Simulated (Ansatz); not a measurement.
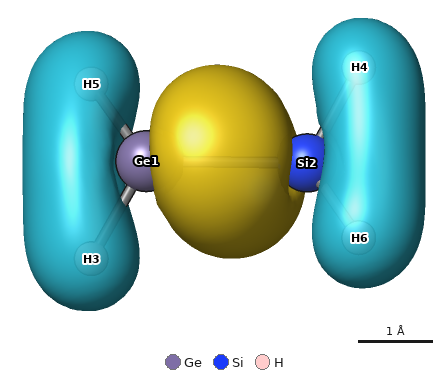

*GeH$_{4}$Si (SMILES [SiH2]=[GeH2]). The HOMO−1 at ±0.1 Å⁻³ᐟ² (yellow and cyan are the two phases), seen at a tilt.*

Geometry: r2SCAN-D4/def2-TZVP.

Computed with isolated molecule in a Gaussian basis; Kohn-Sham density functional theory, functional PBE0 in Ansatz.

```yaml
atoms:
  - { symbol: Ge, position_ang: [0.7138, 0.0431, -1.4703] }
  - { symbol: Si, position_ang: [-0.2438, -0.5732, 0.4181] }
  - { symbol: H, position_ang: [1.3698, -1.0278, -2.3477] }
  - { symbol: H, position_ang: [-0.8879, 0.4818, 1.2393] }
  - { symbol: H, position_ang: [1.5284, 1.3403, -1.4944] }
  - { symbol: H, position_ang: [-1.0421, -1.8242, 0.4082] }
```

Q: Describe this orbital and give its energy.

A: It lies mainly on Ge1 (about 35 %), Si2 (about 35 %), H3 (about 10 %), H5 (about 10 %), H4 (about 5 %) and H6 (about 5 %). Its energy is −9.08 eV.
